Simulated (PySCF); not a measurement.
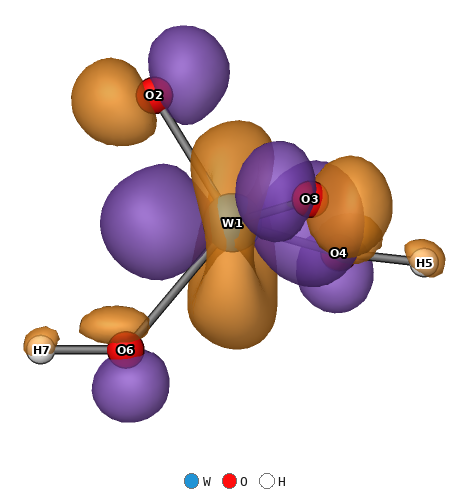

Figure. H2O4W (W(O)2(OH)2). One frontier orbital at ±0.15 Å⁻³ᐟ² (orange and purple are the two phases), seen at a tilt.

Core potentials replace the inner electrons of W.

These are results of PySCF, RKS r2SCAN, W def2-SVP with ECP60, O def2-SVP, H def2-SVP; non-relativistic Hamiltonian with scalar-relativistic core potentials where named; density fitting, not measurements.

```yaml
atoms:
  - { symbol: W, position_ang: [0.0000, 0.0000, -0.1803] }
  - { symbol: O, position_ang: [0.8899, 1.0639, 0.8309] }
  - { symbol: O, position_ang: [-0.8899, -1.0639, 0.8309] }
  - { symbol: O, position_ang: [1.2103, -0.9920, -1.2390] }
  - { symbol: H, position_ang: [1.2889, -1.9534, -1.3012] }
  - { symbol: O, position_ang: [-1.2103, 0.9920, -1.2390] }
  - { symbol: H, position_ang: [-1.2889, 1.9534, -1.3012] }
```

> Which orbital is it: HOMO or LUMO?

The LUMO, at −2.28 eV. It lies mainly on W1 (about 60 %), O2 (about 15 %), O3 (about 15 %), O4 (about 5 %) and O6 (about 5 %).
